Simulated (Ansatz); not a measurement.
# Frequency calculation, with input and output: WNH₈F

WNH₈F, computed with RKS B3LYP-D4/def2-SVP (Ansatz 0.2.0).

It belongs to a series of runs on one base structure; here: vibrations at the highest image of the band. Figures and captions count atoms from 1; the log counts them from 0 in places.

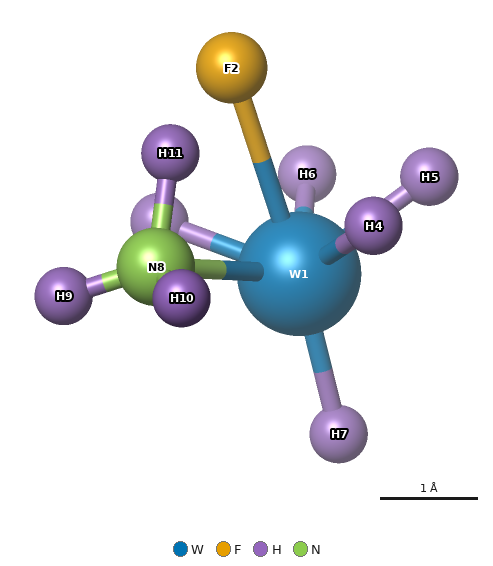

**Figure 1.** The structure as given in the input (ball-and-stick view, seen at a tilt; atoms are numbered from 1 in the order of the input). Sticks mark near contacts.

The input
```yaml
crystal:
  periodic: [false, false, false]
  atoms:
    - { symbol: W, position_ang: [0.225859, 0.202467, -0.269791] }
    - { symbol: F, position_ang: [0.093412, 0.249065, 2.093688] }
    - { symbol: H, position_ang: [1.404045, -0.711102, 0.497803] }
    - { symbol: H, position_ang: [-0.716214, 1.450267, 0.336369] }
    - { symbol: H, position_ang: [-1.379117, -0.129472, 0.105414] }
    - { symbol: H, position_ang: [-0.1683, -1.363766, 0.197604] }
    - { symbol: H, position_ang: [0.448161, 0.289947, -2.01829] }
    - { symbol: "N", position_ang: [1.524204, 1.555546, 0.793707] }
    - { symbol: H, position_ang: [2.527145, 1.367564, 0.790474] }
    - { symbol: H, position_ang: [1.359084, 2.558281, 0.701538] }
    - { symbol: H, position_ang: [0.973924, 1.086003, 1.734486] }
basis:
  gaussian: { orbitals: def2-SVP }
hamiltonian:
  xc: b3lyp
  dispersion: d4
phonons: {}
```

Run as:
```bash
ansatz run input.yaml --threads 2 --pin off --max-ram 3072MiB --backend cpu --events-out ev --progress --plain --runs-dir out
```

The program's output
```
Engine: ansatz 0.2.0, x86_64-unknown-linux-gnu
Functional definition: B3LYP
  parameter a0 = 0.2
  parameter ax = 0.72
  parameter ac = 0.81
  exchange = (1 - a0 - ax)*slater_x + ax*b88_x + a0*exact_x
  correlation = (1 - ac)*vwn_rpa_c + ac*lyp_c
1093 factors; integrals over basis functions are off by at most 4.6e-4 eV
mean field evaluation 1: about -6151.9444 eV, gradient 5.6e1 eV
mean field evaluation 2: about -5971.4013 eV, gradient 2.6e2 eV
mean field evaluation 4: about -6157.6346 eV, gradient 1.3e1 eV
mean field evaluation 8: about -6158.0188 eV, gradient 1.1e-1 eV
mean field evaluation 16: about -6158.0549 eV, gradient 4.5e-5 eV
mean field -6158.05485817 eV, -226.3043419581 hartree, gradient 2.8e-5 eV, S^2 0.000000; 0 other end points of the search recorded, 0 dependent functions left out
the calculation of the forces begins
reference -6158.05517384 eV, -226.3043535591 hartree; 19, 19 occupied and 81, 81 virtual orbitals, 1093 factors
these checks for a lower state are left out or cut short: stability, starts, cluster_reference, orbital_swaps, neighbouring_geometries, increment
1093 factors; integrals over basis functions are off by at most 4.6e-4 eV
mean field -6158.05477672 eV, -226.3043389648 hartree, gradient 1.6e-6 eV, S^2 0.000000; 0 other end points of the search recorded, 0 dependent functions left out
[... from here on the field's lines of each further geometry are left out, up to the last ...]
the calculation of the forces begins
reference -6158.05490416 eV, -226.3043436484 hartree; 19, 19 occupied and 81, 81 virtual orbitals, 1093 factors
these checks for a lower state are left out or cut short: stability, starts, cluster_reference, orbital_swaps, neighbouring_geometries, increment
1093 factors; integrals over basis functions are off by at most 4.6e-4 eV
mean field -6158.05506395 eV, -226.3043495204 hartree, gradient 2.5e-6 eV, S^2 0.000000; 0 other end points of the search recorded, 0 dependent functions left out
the calculation of the forces begins
reference -6158.05537964 eV, -226.3043611218 hartree; 19, 19 occupied and 81, 81 virtual orbitals, 1093 factors
WARN: phonons: modes at or below zero, which the zero-point energy, F, S and C_V leave out: 1, the lowest at -486.28 cm⁻¹. A minimum has none, and a first-order saddle one
Total energy: -6158.39083414 eV, -226.3166888474 hartree
Atom 0 at     0.225859     0.202467    -0.269791 Å, force    -0.000238    -0.000206    -0.000243 eV/Å
Atom 1 at     0.093412     0.249065     2.093688 Å, force     0.000174     0.000175    -0.000084 eV/Å
Atom 2 at     1.404045    -0.711102     0.497803 Å, force    -0.000010     0.000039    -0.000004 eV/Å
Atom 3 at    -0.716214     1.450267     0.336369 Å, force     0.000063    -0.000022     0.000000 eV/Å
Atom 4 at    -1.379117    -0.129472     0.105414 Å, force    -0.000005    -0.000056     0.000005 eV/Å
Atom 5 at    -0.168300    -1.363766     0.197604 Å, force    -0.000058    -0.000027     0.000006 eV/Å
Atom 6 at     0.448161     0.289947    -2.018290 Å, force     0.000004    -0.000002    -0.000020 eV/Å
Atom 7 at     1.524204     1.555546     0.793707 Å, force     0.000061     0.000076     0.000473 eV/Å
Atom 8 at     2.527145     1.367564     0.790474 Å, force    -0.000011    -0.000018     0.000014 eV/Å
Atom 9 at     1.359084     2.558281     0.701538 Å, force    -0.000028     0.000014     0.000009 eV/Å
Atom 10 at     0.973924     1.086003     1.734486 Å, force     0.000050     0.000026    -0.000157 eV/Å
Dipole moment:     0.568320     0.519523    -0.508544 e Å
Vibrations: -486.28 352.25 367.22 390.40 514.11 525.20 543.47 659.23 713.62 747.90 821.24 837.01 838.18 919.23 952.90 990.27 1104.19 1521.62 1535.78 1794.89 1915.76 2055.56 2064.42 2072.39 2087.07 3497.05 3591.81 cm⁻¹, zero-point energy 2.071329 eV
```

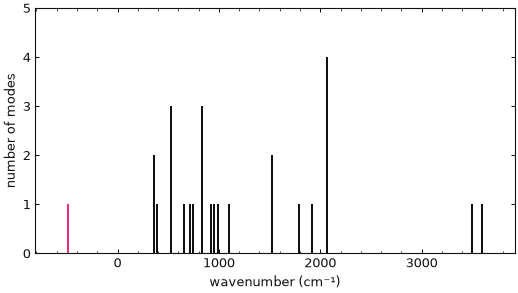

**Figure 2.** Harmonic vibrational wavenumbers from the force constants; neighbouring modes closer than 19 cm⁻¹ are counted in one stick, and imaginary ones are drawn at negative wavenumbers. 27 modes from 486i to 3592 cm⁻¹, 1 imaginary beyond 8i (486i cm⁻¹): a first-order saddle point, if the geometry is stationary.

Results in brief

| quantity | value |
| --- | --- |
| outcome | converged |
| total energy | −6158.3908 eV |
| mean-field energy | −6158.0552 eV |
| largest force (length of the vector) | under 0.001 eV/Å |
| hardware | 2 threads of Intel Xeon (Granite Rapids), 32 GiB of memory available, shared host |
| wall time | 76 s (CPU time 2.4 min) |
| peak memory | 0.22 GiB |
